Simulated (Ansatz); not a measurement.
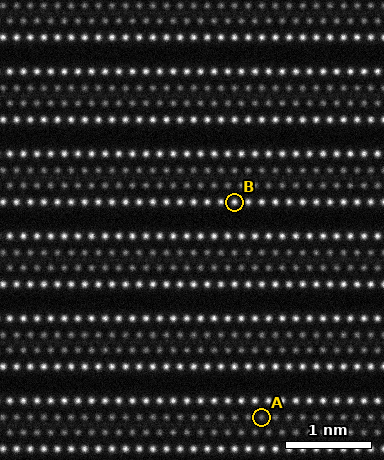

Z-contrast image of GaIO (P4/nmm, No. 129) along [210]. Simulation: incoherent imaging, intensity Z^1.7 per atom, probe width 0.53 Å, thin sample. The probe carries 25 % of its weight in a tail 2.5 times as wide. The display is stretched by a gamma of 0.8; percentages refer to the linear signal. Shot noise was added. Structure: coordinates from a relaxation with Ansatz 0.2.0, DFT, PAW plane waves, pbe; the starting structure was generated, so it need not be a known form of this composition.

```cif
data_structure
_symmetry_space_group_name_H-M 'P4/nmm:1'
_symmetry_Int_Tables_number 129
_cell_length_a 3.6486
_cell_length_b 3.6486
_cell_length_c 9.8600
_cell_angle_alpha 90.000
_cell_angle_beta 90.000
_cell_angle_gamma 90.000
_cell_volume 131.26
loop_
_atom_site_label
_atom_site_type_symbol
_atom_site_symmetry_multiplicity
_atom_site_Wyckoff_symbol
_atom_site_fract_x
_atom_site_fract_y
_atom_site_fract_z
_atom_site_occupancy
O1 O 2 a 0.00000 0.00000 0.00000 1
Ga1 Ga 2 c 0.00000 0.50000 0.09193 1
I1 I 2 c 0.00000 0.50000 0.70724 1
```

**What lies under each ring?**

A: Ga (1 Ga per 8.16 Å along the beam; about 40 % of the brightest peak). B: I (1 I per 8.16 Å along the beam; the brightest kind). Brightness is counted from the darkest point of the image.
